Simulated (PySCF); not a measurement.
GaH$_{2}$Cl: single-point calculation

System: GaH$_{2}$Cl.
Method: B2PLYP/STO-3G, RKS (PySCF 2.14.0).

A bond length was changed on purpose from its optimised value.

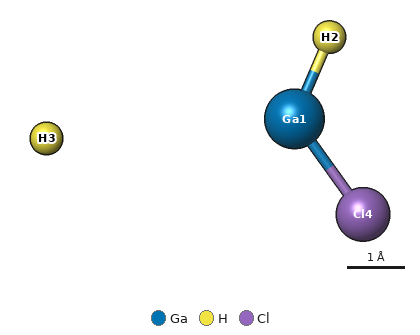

Fig. 1: The structure (ball-and-stick view, seen on its broad side; atoms are numbered from 1 in the order of the input). Sticks mark near contacts.

Results in brief:

| quantity | value |
| --- | --- |
| outcome | converged |
| total energy | −2357.960115 hartree |
| SCF energy | −2357.804499 hartree |
| basis functions | 29 |
| HOMO | −3.06 eV |
| LUMO | −0.98 eV |
| dipole moment | 1.81 D |
| hardware | 1 thread of Arm Neoverse V1, 24 GiB of memory available, shared host |
| wall time | 11 s |
| peak memory | 0.23 GiB |

The input (job.py):
```python
from pyscf import gto, dft, mp

molecule = gto.Mole()
molecule.atom = 'mol.xyz'
molecule.charge = 0
molecule.max_memory = 1860
molecule.basis = 'sto-3g'
molecule.verbose = 3
molecule.build()

calc0 = dft.RKS(molecule)
calc0.xc = '0.53*HF + 0.47*B88, 0.73*LYP'
calc0.grids.level = 5
calc0.conv_tol = 1e-10
calc0.kernel()
if not calc0.converged:
    calc0 = calc0.newton().run(calc0.mo_coeff, calc0.mo_occ)

pt = mp.MP2(calc0, frozen=14).run()
etot = calc0.e_tot + 0.27 * pt.e_corr
print('PT2 part  %.8f' % (0.27 * pt.e_corr))
print('E = %.10f Eh' % etot)
```

File mol.xyz:
```
4

Ga     1.377527    -2.390361     0.033527
H      2.941687    -2.383841     0.046247
H     -0.675260     1.478330    -0.019590
Cl     0.315017    -4.165221     0.042257
```

Launched with:
```bash
OMP_NUM_THREADS=1 python job.py
```

Log:
```
converged SCF energy = -2357.80449909158
E(RMP2) = -2358.38085580142  E_corr = -0.576356709841087
E(SCS-RMP2) = -2358.47690400471  E_corr = -0.672404913131632
PT2 part  -0.15561631
E = -2357.9601154032 Eh
```

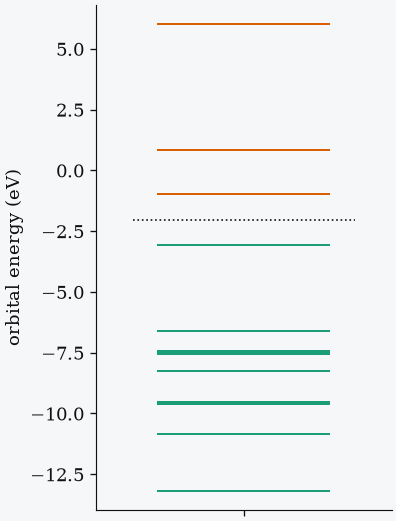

Fig. 2: Orbital energies near the frontier; the dotted line parts filled from empty levels, and levels within 0.02 eV of each other stand side by side. Highest filled −3.06 eV, lowest empty −0.98 eV, 2.08 eV apart.
